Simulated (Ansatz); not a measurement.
# Static equation of state of glassy 61P2O5-28SrO-11Al2O3 (mol %) (97 atoms)

Density of this cell: 2.55 g/cm³. The cell holds 97 atoms: 22 P, 5 Sr, 4 Al and 66 O. Its edges and angles: a = 11.370 Å, b = 11.283 Å, c = 11.593 Å, α = 92.0°, β = 87.4°, γ = 91.2°. The starting structure: 97 atoms (22 P, 5 Sr, 4 Al, 66 O) placed at random at 2.77 g/cm³, melted at 4000 K for 10 ps at fixed volume with the Morse and Coulomb pair potential with partial charges (Pedone, Malavasi, Menziani, Cormack and Segre, J. Phys. Chem. B 110, 11780 (2006)). Quenched from 4000 K to 300 K at 500 K/ps and fixed volume, held 10 ps at zero pressure.

Calculated with Ansatz 0.2.0: Kohn-Sham DFT, revPBE, PAW (set soft_2), plane waves; cutoff 420 eV, Γ point, fermi-dirac smearing of 0.05 eV. Cell and atoms were relaxed first, to V0 = 15.305 Å³ an atom at a residual P0 = -0.012 GPa. The cell was then scaled evenly, and the atoms were relaxed at each volume.

| volume (Å³/atom) | pressure (GPa) |
| --- | --- |
| 13.774 | ? |
| 14.387 | 2.173 |
| 14.846 | 1.193 |
| 15.764 | -0.9891 |
| 16.223 | -1.820 |

**Question.** Fit the third-order Birch–Murnaghan equation to the rows given and extrapolate to the withheld row.

Worked fit:

Take the Eulerian strain f = ½[(V0/V)^(2/3) − 1] and the normalised pressure F = (P − P0) / [3f(1 + 2f)^(5/2)]. The third-order Birch–Murnaghan equation is then the line F = B0 + (3/2)B0(B′ − 4) f, so u = f and v = F.

```
      u = f  v = F (GPa)
  0.0210562      31.1961
  0.0102568      37.2200
-0.00975646      35.0804
 -0.0190508      34.8744
```

With n = 4: mean u = 6.2646e-4, mean v = 34.5927, Σ(u − ū)² = 0.0010051, Σ(u − ū)(v − v̄) = -0.054694. Slope b = -0.054694 / 0.0010051 = -54.416; intercept a = v̄ − b ū = 34.627.

So B0 = a = 34.6 GPa and B′ = 4 + 2b/(3a) = 2.95. At the withheld volume f = 0.03638, F = a + b f = 32.65 GPa, and P = P0 + 3f(1 + 2f)^(5/2) F.

Prediction at 13.774: 4.236 GPa. The run gave 4.017 GPa, so the fit is high by 0.22 GPa (5.4 % of the value).

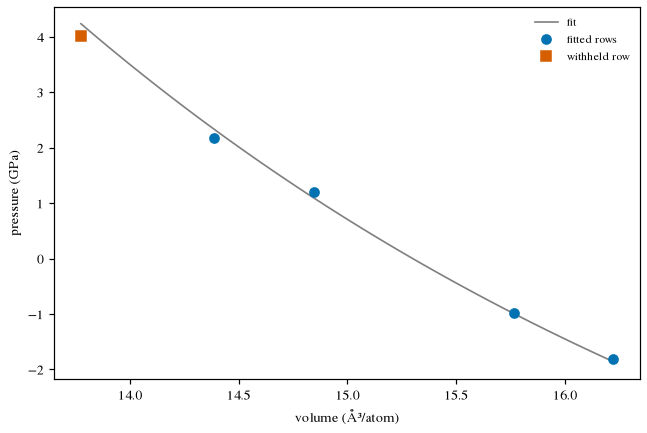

The fit, the rows that it rests on and the withheld row.

The series isn't one smooth equation of state: even a line fitted to all rows, the withheld one included, misses F by up to 9.5 %, the count of bonds changes along the series and an atom moves over 0.5 Å in some relaxation. B0 and B′ are then only the numbers of this fit, not moduli of the material. Among the rows given, the largest miss of the fit is at 14.387, by 0.16 GPa (2.7 % of the range of the table).

Limits: Static cells at zero temperature; the cell shape is held. The program notes that the SCF threshold of these relaxations is loose for the stress. The quench rate of 500 K/ps is many orders above laboratory rates, so the cell is likely richer in defects and strain than a real sample. The network of bonds at the start is that of the classical potential that made the cell, and needn't be the one that DFT or experiment would give. Only the Γ point is sampled, in a cell whose shortest periodic width is 11 Å.

[Logs are printed without paths, hosts, clocks, repeated set-up lines and the standing remarks that a program may print on its own settings, such as how far it seeks lower states.]

[Hosts, paths, dates, database ids (printed as entryN), source tags and the programs' standing remarks are cut or masked in the printed files.]
